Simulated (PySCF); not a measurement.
**BSH: structure of the singlet**

Aim: relax BSH as a singlet from a bent start, check by its vibrations whether the end is a minimum, and collect its spectrum and constants.

Program: PySCF 2.14.0. Level of theory: B3LYP, basis B def2-TZVP, S def2-TZVP, H def2-TZVP, no relativity, density fitting. These are calculated values, not measurements.

### Step 1. The system as given

3 atoms, charge 0, spin multiplicity 1.

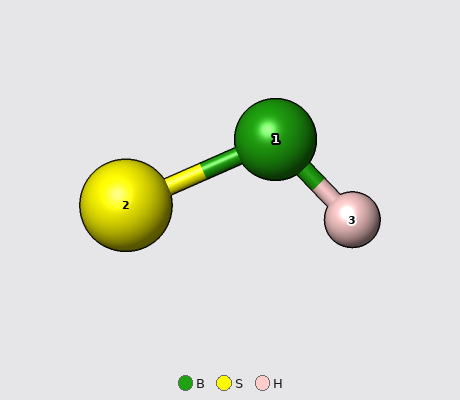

The starting geometry (boron green, sulfur yellow, hydrogen pink); atoms are numbered from 1 in the order of the file.

Z-matrix (Å, degrees; charge 0 multiplicity 1):
```
B
S  1 1.7200
H  1 1.1700 2 110.00
```

### Step 2. Finding the electronic state

One driver script runs all steps and calls PySCF; scf.py shows how it sets up the SCF of each step. The optimiser is the driver's own. After this first run the driver tries any further starts and a stability analysis.

scf.py

```python
from pyscf import gto, scf, dft
mol = gto.M(atom='''
B      0.000000     0.000000     0.000000
S     -1.408900     0.000000     0.986600
H      0.958400     0.000000     0.671100''',
    basis={'B': 'def2-TZVP', 'S': 'def2-TZVP', 'H': 'def2-TZVP'},
    charge=0, spin=0)
mf = dft.RKS(mol, xc='B3LYP')
mf.grids.atom_grid = (50, 194)
aux = {'B': 'def2-universal-JKFIT', 'S': 'def2-universal-JKFIT', 'H': 'def2-universal-JKFIT'}
mf = mf.density_fit(auxbasis=aux)
mf.conv_tol = 1e-08
mf.diis_space = 10
mf.max_cycle = 60
mf.init_guess = 'minao'
mf.verbose = 4
mf.kernel()
```

On the command line:

```console
$ OMP_NUM_THREADS=2 python axn.py task.json out
```

Output:

```text
init E= -423.655334999647
  HOMO = -0.303093139026943  LUMO = -0.155757740153884  gap/eV = 4.00920
cycle= 1 E= -423.590416450111  delta_E= 0.0649  |g|= 0.316  |ddm|= 1.39
  HOMO = -0.250138629236869  LUMO = -0.122614906040649  gap/eV = 3.47010
cycle= 2 E= -423.184849982152  delta_E= 0.406  |g|= 1.14  |ddm|= 1.06
  HOMO = -0.269337335796252  LUMO = -0.12524265435869  gap/eV = 3.92102
cycle= 3 E= -423.630288730598  delta_E= -0.445  |g|= 0.0708  |ddm|= 0.774
  HOMO = -0.288681643101269  LUMO = -0.137224779696677  gap/eV = 4.12135
cycle= 4 E= -423.631239572969  delta_E= -0.000951  |g|= 0.0425  |ddm|= 0.0837
  HOMO = -0.28731323042202  LUMO = -0.134338186412663  gap/eV = 4.16266
cycle= 5 E= -423.631857830714  delta_E= -0.000618  |g|= 0.00624  |ddm|= 0.0271
  HOMO = -0.287083599879838  LUMO = -0.133639850138319  gap/eV = 4.17542
cycle= 6 E= -423.631872531411  delta_E= -1.47e-05  |g|= 0.00113  |ddm|= 0.00469
  HOMO = -0.287204605520165  LUMO = -0.133728932394281  gap/eV = 4.17629
cycle= 7 E= -423.631872955293  delta_E= -4.24e-07  |g|= 0.000169  |ddm|= 0.000928
  HOMO = -0.287209617480127  LUMO = -0.133737259997954  gap/eV = 4.17620
cycle= 8 E= -423.631872968471  delta_E= -1.32e-08  |g|= 5.2e-05  |ddm|= 0.000215
  HOMO = -0.287207929626369  LUMO = -0.13373648459606  gap/eV = 4.17617
cycle= 9 E= -423.631872969532  delta_E= -1.06e-09  |g|= 2.05e-05  |ddm|= 6.63e-05
  HOMO = -0.28720981068017  LUMO = -0.133736861687655  gap/eV = 4.17621
Extra cycle  E= -423.631872969475  delta_E= 5.68e-11  |g|= 2.6e-05  |ddm|= 3.29e-05
converged SCF energy = -423.631872969475
```

This step, with its further starts and checks, ran for 1.6 s (2 threads of Arm Neoverse V2, shared host).

No lower closed-shell solution turned up in the test of internal stability.

### Step 3. Bent start, singlet: relaxation

The program finds Cs symmetry in the start, which this walk keeps. Threshold on the gradient: 0.0003 Eh/bohr, with a further test on the energy change.

Edit scf.py of step 2 so:

```diff
@@ -3,3 +3,3 @@
-B      0.000000     0.000000     0.000000
-S     -1.408900     0.000000     0.986600
-H      0.958400     0.000000     0.671100''',
+B      1.002054     0.000000    -0.732452
+S     -0.406846     0.000000     0.254148
+H      1.960454     0.000000    -0.061352''',
@@ -15 +14,0 @@
-mf.init_guess = 'minao'
```

Energy and gradient, step by step:

```tsv
step	energy (Eh)	change (kJ/mol)	largest symmetric gradient (Eh/bohr)
0	-423.631873	0.00	0.07901
1	-423.663447	-82.90	0.04754
2	-423.682909	-133.99	0.04014
3	-423.689530	-151.38	0.03063
4	-423.693630	-162.14	0.00875
5	-423.693908	-162.87	0.00419
6	-423.693950	-162.98	0.00071
7	-423.693950	-162.98	0.00025
```

The walk took 3.4 s.

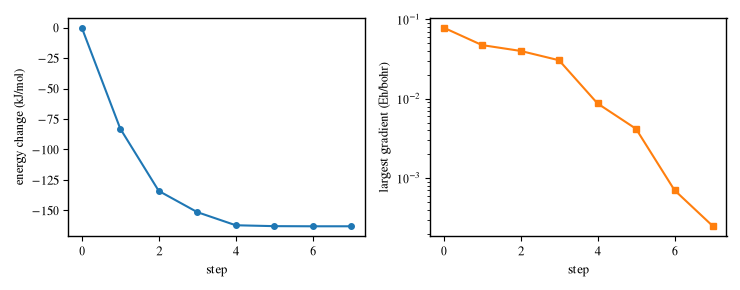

How energy and gradient fall.

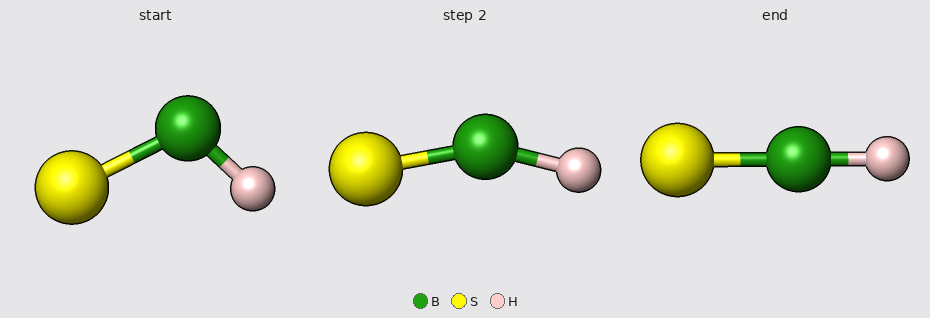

Start and end of the relaxation, with a step between.

After 7 steps and 163.0 kJ/mol it ends at C∞v: B–H 1.170 Å, B–S 1.600 Å; H–B–S 180.0°.

### Step 4. Frequencies

On the finer grid the gradient is checked again; gradients at displacements of ±0.02 bohr then give force constants and infrared intensities.

Edit scf.py of step 3 so:

```diff
@@ -3,3 +3,3 @@
-B      1.002054     0.000000    -0.732452
-S     -0.406846     0.000000     0.254148
-H      1.960454     0.000000    -0.061352''',
+B      1.123780    -0.000000    -0.164941
+S     -0.458773     0.000000     0.067335
+H      2.281224    -0.000000    -0.334822''',
@@ -9 +9 @@
-mf.grids.atom_grid = (50, 194)
+mf.grids.atom_grid = (75, 302)
@@ -12 +12 @@
-mf.conv_tol = 1e-08
+mf.conv_tol = 1e-10
```

This SCF starts from the last density.

SCF at the final geometry:

```text
init E= -423.693946829573
  HOMO = -0.303372433114581  LUMO = -0.0511422103816575  gap/eV = 6.86353
cycle= 1 E= -423.693946829574  delta_E= -4.55e-13  |g|= 2.38e-07  |ddm|= 4.64e-07
  HOMO = -0.303372338764166  LUMO = -0.0511421570745613  gap/eV = 6.86353
Extra cycle  E= -423.693946829573  delta_E= 7.39e-13  |g|= 2.24e-07  |ddm|= 4.31e-07
converged SCF energy = -423.693946829573
```

The whole step took 7.8 s.

Geometry: C∞v; B–H 1.170 Å, B–S 1.600 Å; H–B–S 180.0°.

Harmonic modes (main isotopes):

```json
{"symmetry": "π", "ω (cm⁻¹)": "732", "IR (km/mol)": "0.2", "μ (u)": "1.27", "type": "bend"}
{"symmetry": "σ+", "ω (cm⁻¹)": "1192", "IR (km/mol)": "53.0", "μ (u)": "6.32", "type": "stretch"}
{"symmetry": "σ+", "ω (cm⁻¹)": "2843", "IR (km/mol)": "21.1", "μ (u)": "1.13", "type": "stretch"}
```

No imaginary mode, so this is a minimum.

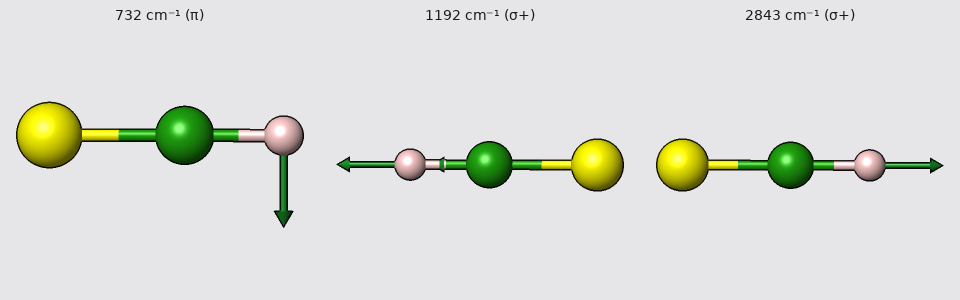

How the atoms move in 3 of the modes.

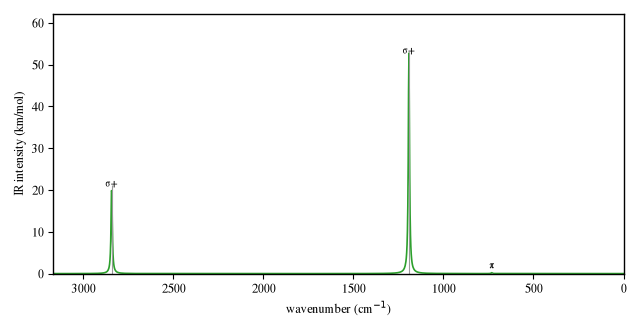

The harmonic infrared spectrum (widths in cm⁻¹). Lines are broadened to a width of 8 cm⁻¹ (Lorentzian).

Constants and moments:

```
Dipole moment                                                   : 1.38 D
Highest occupied level                                          : -8.26 eV
Lowest empty level                                              : -1.39 eV
Rotational constants                                            : 0.6377 cm⁻¹
Zero-point energy                                               : 32.9 kJ/mol
Principal polarisabilities                                      : 24.2, 24.2, 43.8 bohr³
Atomisation energy without zero-point energy                    : 1038 kJ/mol
Principal traceless quadrupole moments about the centre of mass : -1.70, -1.70, 3.41 D Å
Entropy at 298.15 K and 1 bar                                   : 214.9 J/(mol K)
Heat capacity Cp at 298.15 K                                    : 36.4 J/(mol K)
Enthalpy at 298.15 K above 0 K                                  : 9.25 kJ/mol
Rotational symmetry number                                      : 1
```

Charges (e) and bond orders:

```
atom  Mulliken  Löwdin  polar tensor  Mayer order to B1
  B1      0.03   -0.64          0.36                  –
  S2     -0.11    0.60         -0.35               2.54
  H3      0.09    0.04         -0.01               0.97
```

Outer orbital energies (eV). occupied: -160.36, -160.36, -160.36, -19.94, -13.26, -10.50, -8.26, -8.26; empty: -1.39, -1.39, 1.05, 1.81.

Mulliken populations on B1: s 3.05, p 1.83, d 0.07, f 0.01.

### Step 5. Results

| quantity | value |
| --- | --- |
| minimum | singlet, C∞v |
| geometry | B–H 1.170 Å, B–S 1.600 Å; H–B–S 180.0° |
| wavenumbers (cm⁻¹) | 732 (π), 1192 (σ+), 2843 (σ+) |
| dipole moment | 1.38 D |
| highest occupied, lowest empty level | -8.26, -1.39 eV |
| polar-tensor charge of B1 | +0.36 e |
| zero-point energy | 32.9 kJ/mol |
| entropy at 298.15 K | 214.9 J/(mol K) |
| atomisation energy (no zero-point energy) | 1038 kJ/mol |

**Reading.** The bent start (Cs) ends in a minimum of C∞v symmetry. In the infrared the band at 1192 cm⁻¹ (σ+, stretch) leads. Other starts or spin states, not run here, may lie lower.

The search up to here took 13 s.
